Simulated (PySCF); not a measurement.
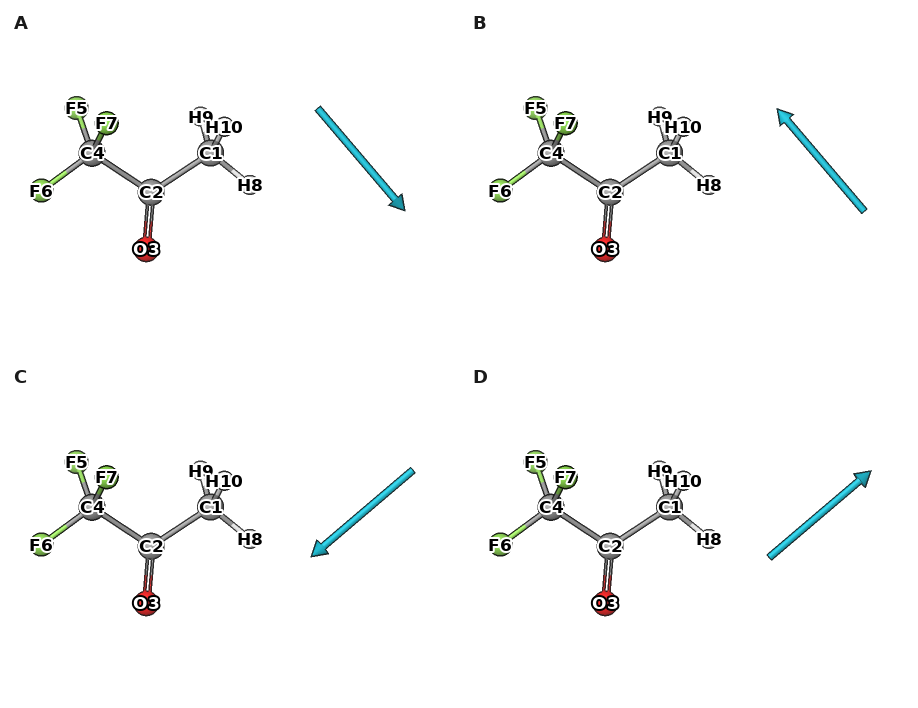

The same molecule four times, each with an arrow. Computed geometry: PBE0-D3(BJ)/def2-SVP optimisation. No frequency run is at hand to confirm it as a minimum. Method: PBE0/def2-TZVP, gas phase (PySCF 2.14.0).

**Which arrow points along the dipole moment, from the negative to the positive end?**

D. The dipole moment is 2.65 D; it points from the side of F6 to the side of H9, H10 (the outermost atoms at the two ends).
